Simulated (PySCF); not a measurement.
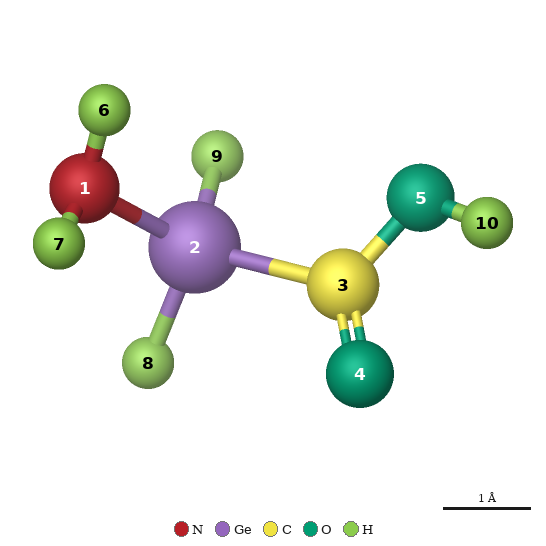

The view is orthographic, and the bar gives the scale. The computed structure is the end point of a PBE0-D3(BJ)/def2-SVP optimisation. No frequency run is at hand to confirm it as a minimum.

Reconstruct the coordinates (Å) as seen: x to the right, y up, z towards the viewer, origin at the mean of the atomic positions.

```xyz
10
CH5GeNO2
N   -1.81   0.58   0.35
Ge  -0.54  -0.10  -0.78
C    1.16  -0.53   0.18
O    1.36  -1.55   0.78
O    2.06   0.47   0.15
H   -1.58   1.48   0.77
H   -2.10  -0.06   1.09
H   -1.08  -1.43  -1.33
H   -0.28   0.95  -1.88
H    2.82   0.18   0.68
```
